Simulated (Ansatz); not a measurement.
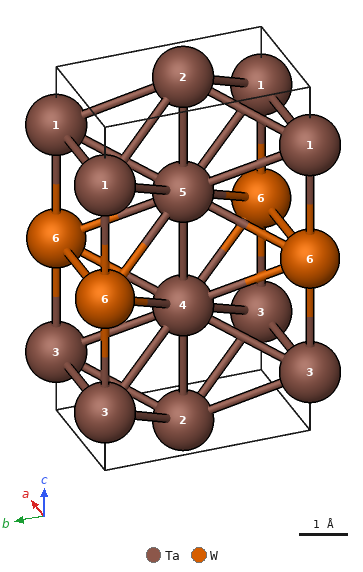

This is the input geometry for a relaxation of a crystal of Ta$_{5}$W (a generated structure, set up in Pmmm). The picture is a ball-and-stick view of the cell of the calculation, seen from a free direction.

Computed with DFT PBE, scalar-relativistic, plane waves, PAW in Ansatz 0.2.0.

Input file:
```yaml
crystal:
  lattice:
    - [2.797889157, 0.0, 0.0]
    - [0.0, 4.6787127178, 0.0]
    - [0.0, 0.0, 8.367519882]
  atoms:
    - { symbol: Ta, position: [0.0, 0.0, 0.8307343444] }
    - { symbol: Ta, position: [0.5, 0.5, 0.0] }
    - { symbol: Ta, position: [0.0, 0.0, 0.1692656556] }
    - { symbol: Ta, position: [0.5, 0.5, 0.3345426606] }
    - { symbol: Ta, position: [0.5, 0.5, 0.6654573394] }
    - { symbol: W, position: [0.0, 0.0, 0.5] }
basis:
  ecutwfc: 420
kpoints:
  mp_grid: { grid: [14, 8, 6] }
hamiltonian:
  xc: pbe
scf:
  occupations: { method: gaussian, width: 0.1 }
output:
  forces: true
  stress: true
  eigenvalues: true
  write_density: true
  write_potential: true
  elf: true
  volumetric_format: npy
relax:
  adjacent_minimum: "off"
  f_tol: 0.01
  max_steps: 80
  cell: { stress_tol: 0.05 }
```

Run as
```bash
ansatz run input.yaml --threads 1 --pin off --max-ram 2560MiB --backend cpu --events-out ev --progress --plain --runs-dir out
```

**Predict the outcome.**

The largest moves relative to the cell, 0.011 Å, are those of Ta1 and Ta3. Ta1 goes along −c. W stays in place. Cell: a 2.798 → 2.757 Å (−1.5 %), b 4.679 → 4.769 Å (+1.9 %), c 8.368 → 8.303 Å (−0.8 %). Volume −0.3 %. Near-neighbour distances that change, for instance: Ta4–Ta5 2.769 → 2.726 Å, W6–W6 2.798 → 2.757 Å, Ta1–Ta1 2.798 → 2.757 Å, Ta1–W6 2.767 → 2.735 Å. The space group stays Pmmm (No. 47). Over 4 accepted moves (6 points after the start) the energy falls by 7.6 meV per atom. The largest force component goes from 0.18 to 0.0013 eV/Å. The pressure goes from −0.59 to 0.01 GPa. The line search rejected the trial step at point 1 of the run. The SCF was repeated once at an unchanged geometry on a basis and grid sized afresh for the cell, which shifted the energy by less than 0.05 meV per atom at most. The run took 11 min on 1 thread of Intel(R) Xeon(R) Processor @ 2.50GHz (Skylake/Cascade Lake), with other jobs on the host, peak memory 0.84 GiB.

Step by step:

```json
{"step": "0", "E − E(0), meV/atom": "0.00", "largest force component, eV/Å": "0.1795", "pressure, GPa": "-0.59", "volume, Å³/atom": "18.256", "note": ""}
{"step": "1", "E − E(0), meV/atom": "9.44", "largest force component, eV/Å": "0.4581", "pressure, GPa": "-1.51", "volume, Å³/atom": "18.388", "note": "rejected"}
{"step": "2", "E − E(0), meV/atom": "-7.26", "largest force component, eV/Å": "0.0229", "pressure, GPa": "-0.06", "volume, Å³/atom": "18.201", "note": ""}
{"step": "3", "E − E(0), meV/atom": "-7.37", "largest force component, eV/Å": "0.0766", "pressure, GPa": "0.16", "volume, Å³/atom": "18.180", "note": ""}
{"step": "4", "E − E(0), meV/atom": "-7.56", "largest force component, eV/Å": "0.0104", "pressure, GPa": "-0.01", "volume, Å³/atom": "18.196", "note": ""}
{"step": "5", "E − E(0), meV/atom": "-7.57", "largest force component, eV/Å": "0.0013", "pressure, GPa": "0.01", "volume, Å³/atom": "18.194", "note": ""}
{"step": "6", "E − E(0), meV/atom": "-7.58", "largest force component, eV/Å": "0.0013", "pressure, GPa": "0.01", "volume, Å³/atom": "18.194", "note": "same geometry, new basis"}
```

Final geometry:

```
CELL_PARAMETERS angstrom
2.75685 0.00000 0.00000
0.00000 4.76910 0.00000
0.00000 0.00000 8.30309
ATOMIC_POSITIONS crystal
Ta 0.00000 0.00000 0.82935
Ta 0.50000 0.50000 0.00000
Ta 0.00000 0.00000 0.17065
Ta 0.50000 0.50000 0.33585
Ta 0.50000 0.50000 0.66415
W 0.00000 0.00000 0.50000
```

The end point in the same view:

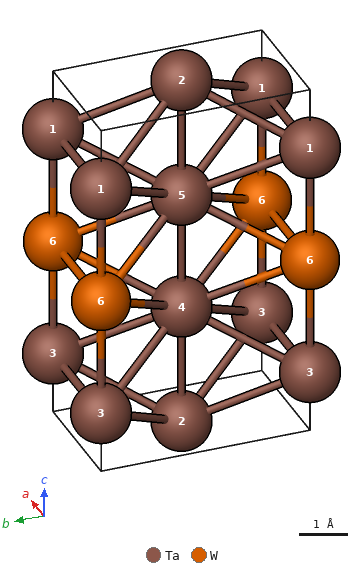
